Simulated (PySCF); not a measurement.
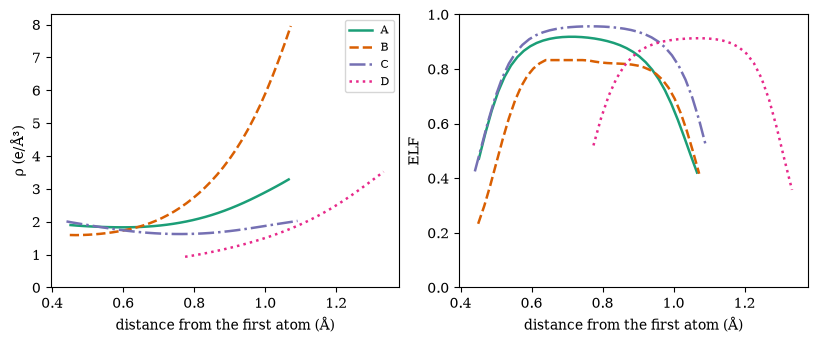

Figure 1: C$_{4}$H$_{13}$FN$_{2}$Si$_{2}$ (SMILES C[C@]1([SiH2]CF)CN[SiH2]N1). Electron density and ELF along straight lines between neighbouring atoms. The curves leave out the atomic cores.

Geometry: GFN2-xTB.

All numbers below come from PBE0/pcSseg-1, SCF density, gas phase, non-relativistic in PySCF 2.14.0.

Input file:

```
{"job": {"kind": "nmr", "xc": "PBE0", "basis": "pcSseg-1"}, "charge": 0, "multiplicity": 1}
C      0.270159    -1.010694    -1.386358
C     -0.077109    -0.358614    -0.045209
Si     1.366744    -0.440466     1.210375
C      2.688174     0.867050     0.723419
F      2.962146     0.825898    -0.631750
C     -1.358407    -0.988145     0.516325
N     -2.462648    -0.337109    -0.151509
Si    -2.080701     1.290450    -0.558080
N     -0.407550     1.054962    -0.218010
H     -0.590002    -0.944212    -2.050609
H      1.110267    -0.500692    -1.853193
H      0.532633    -2.057829    -1.249548
H      1.992849    -1.768113     1.211395
H      0.931228    -0.066362     2.558983
H      3.639274     0.696793     1.231759
H      2.362037     1.888079     0.936187
H     -1.373773    -2.065147     0.319543
H     -1.405102    -0.845467     1.605859
H     -3.367253    -0.632393     0.173521
H     -2.503745     1.492821    -1.946223
H     -2.543480     2.363457     0.328978
H      0.303850     1.555120    -0.726706
```

Run with:

```sh
OMP_NUM_THREADS=1 python probes_run.py task.json out
```

### Which curve belongs to which contact (C–C, C–F, C–N and Si–N)? The first atom named is at distance zero.

Curve A: C–N (1.45 Å): ρ is about 1.9 e/Å³ halfway; the ELF peaks at about 0.90 between the atoms (localised, covalent bonding). Curve B: C–F (1.38 Å): the density is about 2 e/Å³ at the midpoint, with its minimum of 1.6 e/Å³ about 0.5 Å from C; the ELF peaks at about 0.85 between the atoms (a shared but strongly polarised pair). Curve C: C–C (1.53 Å): ρ is about 1.6 e/Å³ halfway; the ELF peaks at about 0.95 between the atoms; a covalent bond. Curve D: Si–N (1.72 Å): the density is about 1.1 e/Å³ at the midpoint; the ELF peaks at about 0.90 between the atoms, as expected for a polar covalent bond.
